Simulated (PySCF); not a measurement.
```xyz
2

Ge    0.0000    0.0000   -0.7052
Cl    0.0000    0.0000    1.4908
```

Computed with PySCF, PBE0/6-31G(d,p), non-relativistic, at a bond length of 2.196 Å.

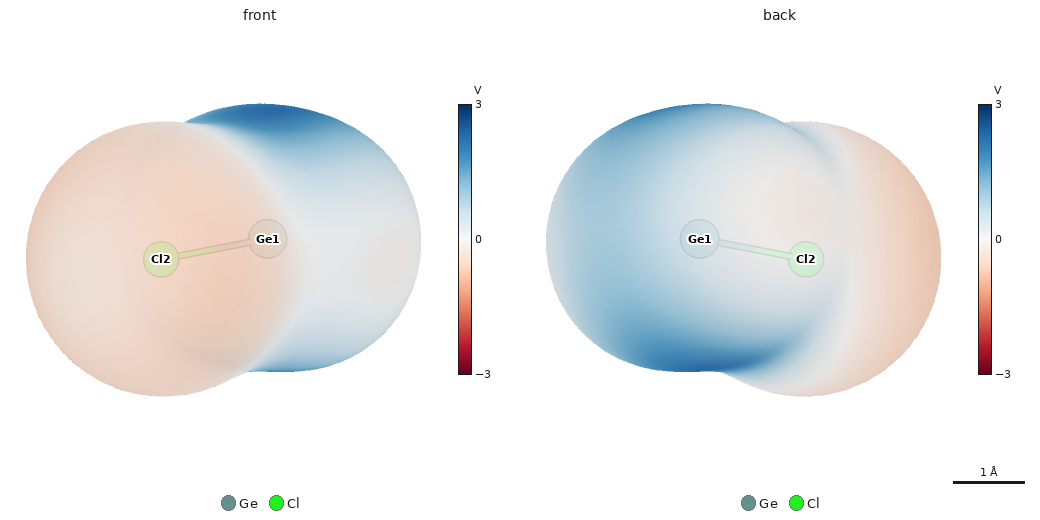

GeCl (doublet). The electrostatic potential painted on the density surface at 0.002 e/bohr³, seen from the front and from behind; the colour scale runs from red (negative) to blue (positive).

Which sites attract a positive test charge, and which a negative one?

A positive charge is drawn to the negative regions and a negative charge to the positive ones. The most negative region (about −0.7 V) lies over Cl2, the most positive (about +2.3 V) over Ge1.
